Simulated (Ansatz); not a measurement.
# Sb2Au (Fm-3m): phonons and vibrational spectra, part 2 of 2

Wanted: vibrations and spectra of Sb2Au (Fm-3m); the cell is already relaxed. After the zone centre comes a 4×4×4 q mesh on a 12×12×12 k mesh.

Ansatz 0.2.0; DFT PBEsol, scalar-relativistic, plane waves, PAW; PAW set soft_1.

So far. Step 2 (Zone-centre response): Before it was imposed, the acoustic sum rule was missed by 1.3e-4 eV/Å². Small misses are needed for a sound result but don't prove that mesh and cutoff are converged. The lowest optical mode is real, 85.3 cm⁻¹.

### Step 3. Phonons on a q mesh (continued)

Interpolated from a 4×4×4 q mesh. Phonon branches along the path, in cm⁻¹:

```tsv
point	branch 1	branch 2	branch 3	branch 4	branch 5	branch 6	branch 7	branch 8	branch 9
Γ	0	0	0	85	85	85	106	106	106
X	48	48	59	59	68	71	111	111	138
U	43	45	46	69	72	92	114	116	128
jump to K	43	45	46	69	72	92	114	116	128
Γ	0	0	0	85	85	85	106	106	106
L	38	38	49	84	84	106	106	107	113
W	45	45	45	66	70	104	104	121	129
X	48	48	59	59	68	71	111	111	138
```

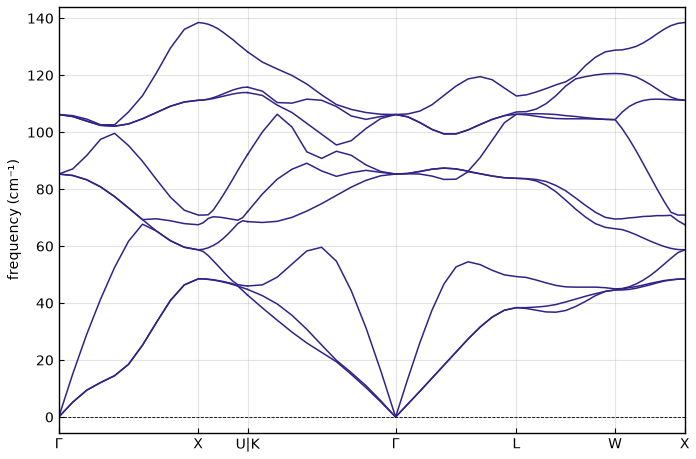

Phonon branches along the path.

The phonon density of states has structure finer than the step of the table below, so its rows give means over 10 cm⁻¹, whole bins alone (the curve runs from 1 to 139 cm⁻¹). Peaks (cm⁻¹: height): 37.0: 0.120, 47.0: 0.128, 83.0: 0.117, 91.0: 0.0827, 109.0: 0.202, 117.0: 0.155.

Tetrahedra on a 16×16×16 mesh, mean over bins of 2 cm-1. Interpolated from a 4×4×4 q mesh. Table of phonon density of states by wavenumber; means over each step:

```tsv
wavenumber (cm⁻¹)	phonon density of states (1/cm⁻¹/cell)
10	0.00709
20	0.0275
30	0.0567
40	0.104
50	0.0751
60	0.0393
70	0.0747
80	0.104
90	0.0705
100	0.0818
110	0.156
120	0.0865
130	0.0169
```

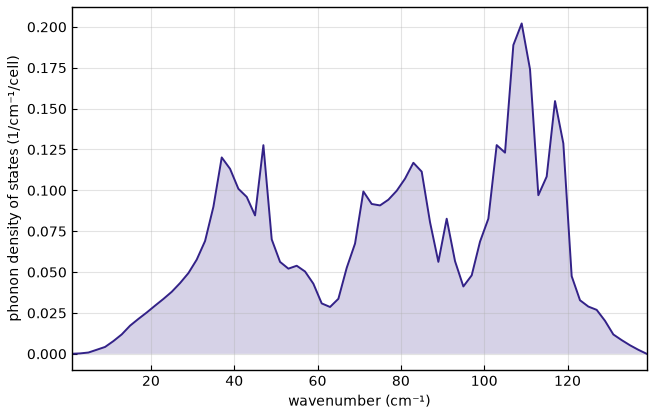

Phonon density of states against wavenumber.

The partial phonon density of states has structure finer than the step of the table below, so its rows give means over 10 cm⁻¹, whole bins alone (the curve runs from -10 to 152 cm⁻¹). Peaks (cm⁻¹: height): Au 45.9: 0.0788, 107.9: 0.0394; Sb 37.8: 0.0369, 83.5: 0.0911, 108.9: 0.142.

Phonopy on the run's constants, 15x15x15 mesh, Gaussian sigma 2.0 cm-1. Interpolated from a 4×4×4 q mesh. Table of partial phonon density of states by wavenumber; means over each step; values in 1/cm⁻¹/cell:

```tsv
wavenumber (cm⁻¹)	Au	Sb
0	1.5e-4	1.8e-4
10	0.00365	0.00399
20	0.0143	0.0134
30	0.0341	0.0236
40	0.0702	0.0323
50	0.0551	0.0183
60	0.0234	0.0178
70	0.0107	0.0635
80	0.0171	0.0836
90	0.0120	0.0606
100	0.0201	0.0644
110	0.0309	0.123
120	0.00745	0.0774
130	9.4e-4	0.0162
140	1.3e-5	0.00152
```

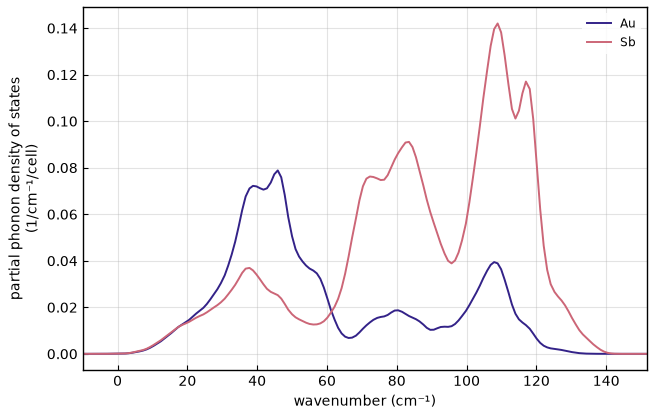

Partial phonon density of states against wavenumber.

Harmonic thermodynamic functions per atom, from the density of states. Interpolated from a 4×4×4 q mesh. Thermodynamic functions, by row:

```tsv
T (K)	F_vib (meV/atom)	S (J/mol-atom/K)	C_V (J/mol-atom/K)
0	14.53	0	0
50	12.05	12.48	16.45
100	1.81	26.15	22.18
200	-34.54	42.36	24.2
300	-83.91	52.27	24.61
400	-141.9	59.37	24.75
500	-206.4	64.9	24.82
600	-276.1	69.43	24.86
700	-350.1	73.26	24.88
800	-427.8	76.59	24.89
900	-508.7	79.52	24.9
1000	-592.5	82.14	24.91
```

Harmonic mean-square displacement, third of the trace. Interpolated from a 4×4×4 q mesh. Mean square displacements, by row:

```tsv
T (K)	Sb1 U_eq (Å²)	Sb2 U_eq (Å²)	Au3 U_eq (Å²)
0	0.00195	0.00195	0.00185
100	0.00625	0.00625	0.00768
300	0.0179	0.0179	0.0225
600	0.03563	0.03563	0.04489
```

Symmetry leaves 8 wavevectors to solve. The lowest mode among them, the acoustic zeros apart, lies at q = (0, 0.25, 0.25) and is real, 18.5 cm⁻¹.

### Step 4. Another isotope

An isotope changes the mass and not the force constants, so no new electronic calculation is needed; the shifts show which modes move this element.

The same force constants with the mass of Sb changed from 121.760 to 122.904 u (phonopy, no LO-TO term). Both lists are sorted by frequency; levels can cross, so a row need not hold one and the same mode. Modes under 3 cm⁻¹ are left out. Isotope shifts, by row:

```tsv
q	rank	natural mass (cm⁻¹)	changed mass (cm⁻¹)
0 0 0	4	85.28	85.1
0 0 0	5	85.28	85.1
0 0 0	6	85.28	85.1
0 0 0	7	106.2	105.7
0 0 0	8	106.2	105.7
0 0 0	9	106.2	105.7
0 0 0.25	1	22.85	22.8
0 0 0.25	2	22.85	22.8
0 0 0.25	3	52.66	52.61
0 0 0.25	4	83.46	83.09
0 0 0.25	5	87.09	86.8
0 0 0.25	6	87.09	86.8
0 0 0.25	7	99.42	99.05
0 0 0.25	8	99.42	99.05
0 0 0.25	9	116.2	115.7
0 0 -0.5	1	38.39	38.33
0 0 -0.5	2	38.39	38.33
0 0 -0.5	3	49.28	49.23
0 0 -0.5	4	83.79	83.4
0 0 -0.5	5	83.79	83.4
0 0 -0.5	6	106.3	106
0 0 -0.5	7	106.3	106
0 0 -0.5	8	107.1	106.7
0 0 -0.5	9	112.8	112.2
0 0.25 0.25	1	18.53	18.49
0 0.25 0.25	2	18.53	18.49
0 0.25 0.25	3	61.71	61.66
0 0.25 0.25	4	73.44	73.22
0 0.25 0.25	5	73.44	73.22
0 0.25 0.25	6	95.32	94.88
0 0.25 0.25	7	102.9	102.5
0 0.25 0.25	8	102.9	102.5
0 0.25 0.25	9	107.1	106.7
```

A mode of this element alone would shift by -0.47 %. The highest zone-centre frequency without the field goes from 106.2 to 105.7 cm⁻¹ (-0.5 %). The product of the frequency ratios over all optical modes at Γ is 0.980; the product rule, (m/m′)^(3k/2) (M′/M)^(3/2) with k = 2 such atoms and M the mass of the cell, gives 0.980.

### Step 5. Results

```yaml
space_group_within_0p01_a: Fm-3m
volume_per_atom: 25.9 Å³
electronic_character: no gap on this mesh
highest_optical_mode_at_the_zone_centre_no_lo_to_term: 106 cm⁻¹
lowest_optical_zone_centre_mode: 85.3 cm⁻¹
lowest_mode_on_the_q_mesh_acoustic_modes_at_gamma_apart: 18.5 cm⁻¹
highest_frequency_on_the_path_or_at_a_solved_wavevector: 138 cm⁻¹
zero_point_energy_per_atom: 14.5 meV
heat_capacity_at_300_k: 24.6 J/(mol atoms K)
vibrational_entropy_at_300_k: 52.3 J/(mol atoms K)
debye_temperature_second_moment: 156 K
imaginary_modes_on_the_4x4x4_q_mesh: none
```

**Reading.** The structure is a minimum as far as tested: no mode is imaginary at the 8 irreducible wavevectors of the 4×4×4 mesh, and the softest away from the acoustic zeros lies at 19 cm⁻¹. The optical modes at Γ span 85 to 106 cm⁻¹. The highest mode in this list at Γ, 106.2 cm⁻¹, is mostly motion of Sb (100 % of the kinetic energy). With no gap, or one that is small against the smearing, the frequencies hang on the k mesh and the smearing, most of all near Kohn anomalies. The phonon runs are without spin polarisation, although the cell has an odd electron count. Spin-orbit coupling is left out, which can matter for the heavy elements here. The PAW files were made for PBE and serve the other functionals too. A phonon run warned that its eigensolver left some bands unconverged in a pass. These are harmonic frequencies at zero temperature: anharmonic shifts, linewidths and thermal expansion are left out.

[Logs are printed without paths, hosts, clocks, repeated set-up lines and the standing remarks that a program may print on its own settings, such as how far it seeks lower states.]

[Hosts, paths, dates, database ids (printed as entryN), source tags and the programs' standing remarks are cut or masked in the printed files.]
